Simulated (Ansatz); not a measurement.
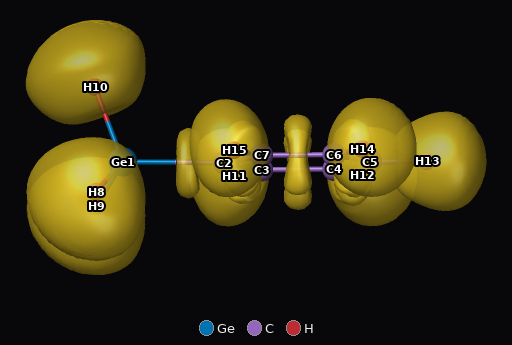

Figure 1: C6H8Ge. Isosurface of the ELF at 0.8 (yellow), seen from one side. Core shells and regions of very low density are left out.

Geometry: PBE0-D4/def2-TZVP.

Level of theory: Ansatz, RKS PBE0-D4/def2-TZVPP.

| atom | x (Å) | y (Å) | z (Å) |
| --- | --- | --- | --- |
| Ge | -0.7155 | 0.4871 | 2.3648 |
| C | -0.1551 | 0.1164 | 0.5393 |
| C | 0.8128 | -0.8503 | 0.2747 |
| C | 1.1986 | -1.1308 | -1.0279 |
| C | 0.6207 | -0.4449 | -2.0856 |
| C | -0.3416 | 0.5223 | -1.8365 |
| C | -0.7249 | 0.8002 | -0.5326 |
| H | -1.1545 | 1.9563 | 2.4814 |
| H | 0.4517 | 0.2128 | 3.3278 |
| H | -1.9008 | -0.4097 | 2.7662 |
| H | 1.2785 | -1.3917 | 1.0923 |
| H | 1.9542 | -1.8850 | -1.2171 |
| H | 0.9227 | -0.6617 | -3.1040 |
| H | -0.7934 | 1.0642 | -2.6598 |
| H | -1.4752 | 1.5640 | -0.3536 |

**Identify the bonds, lone pairs and shells in this picture.**

The ELF exceeds this value in six regions between bonded C–C atoms (shared pairs), eight regions around hydrogen nuclei and one lobe of the valence shell of C pointing towards Ge (polar bonds). Along the contacts the grid gives the following. C–C (1.39 Å): the ELF peaks at about 0.95 between the atoms; localised, covalent bonding. C–Ge (1.95 Å): the ELF peaks at about 0.95 in the valence shell of C, 0.7 Å from its nucleus, and is about 0.70 at the midpoint.
